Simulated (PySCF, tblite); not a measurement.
# C₂H₆BNO− (doublet): geometry, infrared bands and EPR parameters

Wanted: the infrared bands and EPR parameters of C₂H₆BNO− (doublet) (`[BH2-]NC(C)=O`), by calculation.

Programs: tblite 0.8.0 and PySCF 2.14.0, with density-fitted response routines of our own. Each step states its level of theory. These are calculated values for one molecule in the gas phase, unless marked as measured. Atoms count from 0, in the outputs and in this text.

## (1) The starting structure

11 atoms, charge -1, multiplicity 2; geometry from: force field or distance geometry start.

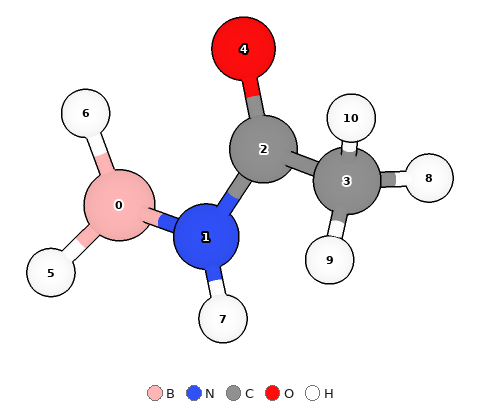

The starting geometry (boron pink, nitrogen blue, carbon grey, oxygen red, hydrogen white), atoms numbered.

## (2) Optimising the geometry with GFN2-xTB

Job settings and geometry (Å):

```
{"job": {"kind": "relax", "xc": "GFN2-xTB", "basis": "xTB"}, "charge": -1, "multiplicity": 2}
B      2.122600    -0.255900     0.208900
N      0.687000    -0.442400    -0.300900
C     -0.347400     0.257600     0.377300
C     -1.734400     0.071200    -0.131400
O     -0.106900     1.022900     1.355800
H      2.930500    -0.437400    -0.617500
H      2.281900     0.734700     0.847900
H      0.491600    -1.075800    -1.095200
H     -2.205200    -0.702700     0.521100
H     -1.781700    -0.163600    -1.202100
H     -2.332400     0.994100     0.010100
```

Launch:

```console
OMP_NUM_THREADS=1 python probes_run.py task.json out
```

One launch serves the whole session: the jobs run in the order shown.

**Question.** This job is followed by: GFN2-xTB harmonic vibrations, gas phase; UKS B3LYP, pcH-1 on B C H N O, non-relativistic, mean-field spin-orbit, GIAO. What will the session give for the following? strongest single infrared mode (GFN2-xTB); zero-point energy (GFN2-xTB); g(iso) (B3LYP); ⟨S²⟩; largest a(iso) (averaged by class).

As calculated:

| quantity | value |
| --- | --- |
| strongest single infrared mode (GFN2-xTB) | 2331 cm⁻¹, 581 km/mol |
| zero-point energy (GFN2-xTB) | 49.6 kcal/mol |
| g(iso) (B3LYP) | 2.00287 |
| ⟨S²⟩ | 0.759 (exact 0.75) |
| largest a(iso) (averaged by class) | 1H on H5, H6, -36.5 MHz |

The optimisation took 82 steps and gained 0.682 eV; among the close pairs (by a distance rule), B0–N1 changed most, from 1.535 to 1.421 Å. No mode is imaginary among the 27: a minimum at this level. The strongest single mode, at 2331 cm⁻¹, moves mainly H5. GFN2-xTB is a fitted tight-binding method: band positions and strengths are rough. Its intensities can rank the bands wrongly. The largest share of the spin, 0.76 e, sits on B0. The isotropic g lies 0.6 ppt above the free-electron value. The records flag this anion as possibly unbound in the gas phase, so the basis may hold the extra electron. The conformer search found further structures of the same energy, which may be mirror or relabelled copies of this one.
